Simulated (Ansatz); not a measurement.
# CAM-B3LYP/cc-pVDZ run of CH4BClS (SMILES CSBCl)

What is the vertical singlet–triplet gap of CH4BClS at CAM-B3LYP/cc-pVDZ? 

Program for the calculation: Ansatz 0.2.0.

94 further runs of the same task are left out: 94 set aside as unsound or not needed.

## (1) Starting point

The species is CH4BClS (8 atoms), meant as a singlet with charge 0. As SMILES, `CSBCl`. Geometry: relaxed at PBE0-D4/def2-TZVP. This is one conformer, not always the lowest.

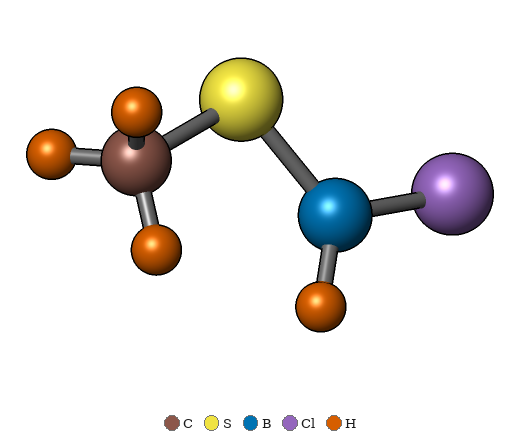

The structure, seen from a chosen angle (carbon brown, sulfur yellow, boron blue, chlorine purple, hydrogen orange).

## (2) A single-point energy at CAM-B3LYP/cc-pVDZ

Input file job.yaml:

```yaml
crystal:
  periodic: [false, false, false]
  atoms:
    - symbol: C
      position_ang: [-0.471000, 1.184200, 0.216300]
    - symbol: S
      position_ang: [0.979400, 0.341100, -0.461900]
    - symbol: B
      position_ang: [0.578900, -1.367600, -0.269600]
    - symbol: Cl
      position_ang: [1.728300, -2.572200, -0.805600]
    - symbol: H
      position_ang: [-1.201900, 0.455300, 0.560900]
    - symbol: H
      position_ang: [-0.157800, 1.812600, 1.049100]
    - symbol: H
      position_ang: [-0.912200, 1.808700, -0.559500]
    - symbol: H
      position_ang: [-0.451500, -1.719100, 0.214500]
basis:
  gaussian:
    orbitals: cc-pVDZ
hamiltonian:
  xc: {name: CAM-B3LYP}
accuracy: high
output: {orbitals: {seedname: orbitals}}
```

Run with:

```bash
$ ansatz run job.yaml --threads 1 --pin off --max-ram 2610MiB --events-out events.jsonl --progress --plain --runs-dir runs
```

Standard output:

```text
Warning: RAYON_NUM_THREADS=1 ignored (pool sized by the plan → 1); use --threads N
Functional definition: CAM-B3LYP
  name "CAM-B3LYP"
  parameter alpha = 0.19
  parameter beta = 0.46
  parameter omega = 0.33/bohr
  parameter ac = 0.81
  exchange = (1 - alpha - beta)*b88_x + beta*b88_x_sr(omega) + alpha*exact_x + beta*exact_x_lr(omega)
  correlation = (1 - ac)*vwn5_c + ac*lyp_c
1973 factors; integrals over basis functions are off by at most 6.8e-9 eV
431 factors; integrals over basis functions are off by at most 1.5e-9 eV
mean field evaluation 1: about -25136.0790 eV, gradient 2.5e1 eV
mean field evaluation 2: about -25136.5723 eV, gradient 2.1e1 eV
mean field evaluation 4: about -25137.6517 eV, gradient 6.4e-1 eV
mean field evaluation 8: about -25137.8086 eV, gradient 7.2e-2 eV
mean field evaluation 16: about -25137.8086 eV, gradient 1.0e-5 eV
mean field -25137.80861404 eV, -923.7974275472 hartree, gradient 3.4e-8 eV, S^2 0.000000; 0 other end points of the search recorded, 0 dependent functions left out
reference -25137.80863305 eV, -923.7974282460 hartree; 24, 24 occupied and 60, 60 virtual orbitals, 1973 factors
Total energy: -25137.80863305 eV, -923.7974282460 hartree
```

Wall time 9.9 s (1 thread of Arm Neoverse V1, shared host); peak memory 0.32 GiB.

## (3) The triplet at the same level

Input file input.yaml:

```yaml
crystal:
  periodic: [false, false, false]
  atoms:
    - {symbol: C, position_ang: [-0.471000, 1.184200, 0.216300]}
    - {symbol: S, position_ang: [0.979400, 0.341100, -0.461900]}
    - {symbol: B, position_ang: [0.578900, -1.367600, -0.269600]}
    - {symbol: Cl, position_ang: [1.728300, -2.572200, -0.805600]}
    - {symbol: H, position_ang: [-1.201900, 0.455300, 0.560900]}
    - {symbol: H, position_ang: [-0.157800, 1.812600, 1.049100]}
    - {symbol: H, position_ang: [-0.912200, 1.808700, -0.559500]}
    - {symbol: H, position_ang: [-0.451500, -1.719100, 0.214500]}
basis:
  gaussian:
    orbitals: cc-pVDZ
magnetization:
  spin_polarized: true
  initial_magnetization: 2
hamiltonian:
  xc: {name: CAM-B3LYP}
accuracy: high
output: {orbitals: {seedname: orbitals}}
```

Run with:

```bash
$ ansatz run input.yaml --threads 1 --pin off --max-ram 2610MiB --events-out events.jsonl --progress --plain --runs-dir runs
```

Standard output, cut to the lines that bear on the results:

```text
Warning: RAYON_NUM_THREADS=1 ignored (pool sized by the plan → 1); use --threads N
[... 2 set-up lines as earlier in the session ...]
[...]
1973 factors; integrals over basis functions are off by at most 6.8e-9 eV
431 factors; integrals over basis functions are off by at most 1.5e-9 eV
[...]
mean field -25133.01795475 eV, -923.6213740655 hartree, gradient 4.8e-8 eV, S^2 2.007251; 2 other end points of the search recorded, 0 dependent functions left out
reference -25133.01797316 eV, -923.6213747421 hartree; 25, 23 occupied and 59, 61 virtual orbitals, 1973 factors
Total energy: -25133.01797316 eV, -923.6213747421 hartree
```

It took 24 s on 1 thread of Arm Neoverse V1, shared host; peak memory 0.47 GiB.

## (4) Results

At CAM-B3LYP/cc-pVDZ:

| quantity | value |
| --- | --- |
| singlet: total energy | -923.79743 Eh |
| singlet: HOMO energy | -8.88 eV |
| singlet: LUMO energy | 0.29 eV |
| singlet: HOMO–LUMO gap | 9.17 eV |
| triplet: total energy | -923.62137 Eh |
| triplet: HOMO energy (highest over α and β) | -4.16 eV |
| triplet: ⟨S²⟩ | 2.007 |
| vertical energy of the triplet above the singlet | 4.791 eV |

What this shows: At this shape the triplet lies 4.79 eV (110 kcal/mol) above the singlet.
